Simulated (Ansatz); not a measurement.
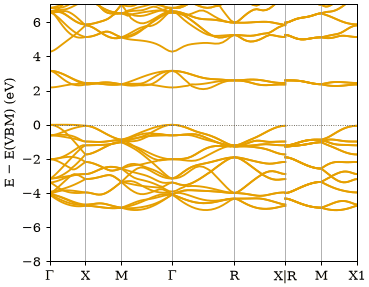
Figure: Band structure from DFT-r²SCAN in the program Ansatz with PAW potentials

Read off the gap and where the band edges lie.

About 2.1 eV (2.08 eV by a search for the band edges); maximum on the Γ–X line, 38 % of the way from Γ, minimum on the Γ–R line, 50 % of the way from Γ.

Which of these materials gives this?
A) MgTe2, Pa-3 (Mg on 4a, Te on 8c)
B) MgSe2, Pa-3 (Mg on 4a, Se on 8c)
C) RuS2, Pa-3 (Ru on 4a, S on 8c)
D) SnO2, Pa-3 (Sn on 4a, O on 8c)

B, MgSe2, Pa-3 (Mg on 4a, Se on 8c)

The workflow started from a Materials Project entry (that database holds measured and hypothetical structures alike); the Crystallography Open Database copy checked does not list it. Its standing as an ambient phase is unchecked. The cell was relaxed with r²SCAN under the symmetry of its start; its stability against distortions is not shown here. Spin–orbit coupling is left out wherever it is not named.

Potentials: the later of the program's two PAW sets.
